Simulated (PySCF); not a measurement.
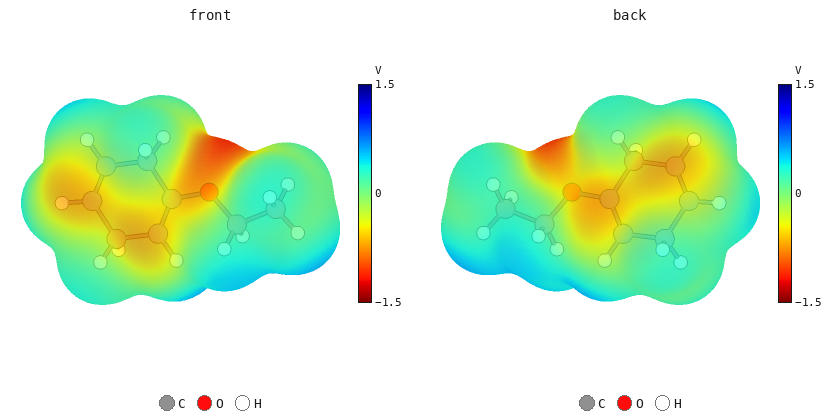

Figure. C₈H₁₂O (SMILES CCOC1=CCC=CC1). The electrostatic potential painted on the density surface at 0.001 e/bohr³, seen from the front and from behind; the colour scale runs from red (negative) to blue (positive).

Geometry: GFN2-xTB.

Method: PBE0/pcSseg-1, SCF density, gas phase, non-relativistic in PySCF.

```xyz
21

C     3.5342    0.0356    0.0011
C     2.1308   -0.5477   -0.0470
O     1.2136    0.5205    0.0433
C    -0.1251    0.2395    0.0205
C    -0.6742   -0.9642   -0.0800
C    -2.1554   -1.1933   -0.0984
C    -2.9440    0.0710    0.0064
C    -2.3966    1.2684    0.1063
C    -0.9226    1.5093    0.1274
H     3.6784    0.5778    0.9314
H     4.2693   -0.7611   -0.0669
H     3.6768    0.7256   -0.8257
H     1.9776   -1.0956   -0.9875
H     1.9783   -1.2455    0.7886
H    -0.0712   -1.8565   -0.1554
H    -2.4331   -1.8625    0.7265
H    -2.4339   -1.7176   -1.0220
H    -4.0196   -0.0425   -0.0041
H    -3.0148    2.1530    0.1794
H    -0.6383    2.1754   -0.6954
H    -0.6391    2.0271    1.0509
```

Q: Where is the surface potential most negative and most positive?

A: The most negative region (about −1.1 V) lies over O3, the most positive (about +0.6 V) over C2, H11 and H15. O3 is the likeliest acceptor of a hydrogen bond.

Q: How polar is the molecule by this calculation?

A: Its dipole moment is 0.96 D.
